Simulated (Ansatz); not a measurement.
```yaml
atoms:
  - { symbol: Ag, position_ang: [-2.1915, -1.5088, 0.8504] }
  - { symbol: Ag, position_ang: [2.1738, 1.5501, -0.8231] }
  - { symbol: Ag, position_ang: [0.0383, -0.0849, -0.0557] }
  - { symbol: H, position_ang: [0.5795, 0.9583, -1.3199] }
  - { symbol: H, position_ang: [3.6593, 2.2059, -0.5470] }
  - { symbol: H, position_ang: [-3.7705, -1.9598, 0.7084] }
  - { symbol: H, position_ang: [-0.4888, -1.1608, 1.1869] }
```

Geometry: r2SCAN-D4/def2-TZVPD; core potentials replace the inner electrons of Ag.

The calculation used RKS PBE0-D4/def2-TZVPD (Ansatz).

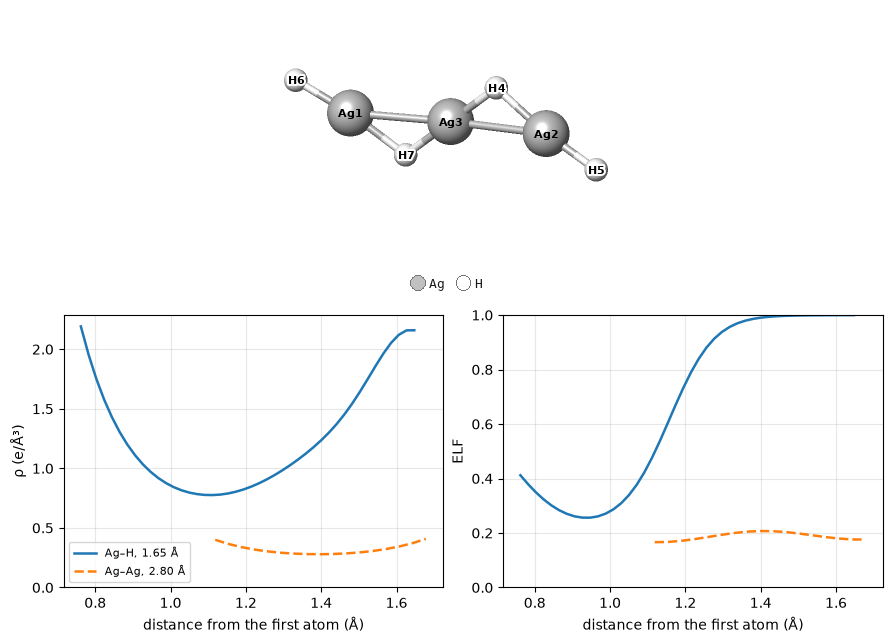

Ag$_{3}$H$_{4}$ (charge −1). Electron density and ELF along straight lines between neighbouring atoms. The curves leave out the atomic cores. The structure is drawn too.

> What can be read from the curves?

Ag–H (1.65 Å): ρ at the midpoint is about 1.6 e/Å³; the ELF climbs to about 1 towards the hydrogen.
Ag–Ag (2.80 Å): ρ at the midpoint is about 0.28 e/Å³; the ELF is about 0.20 at the midpoint.
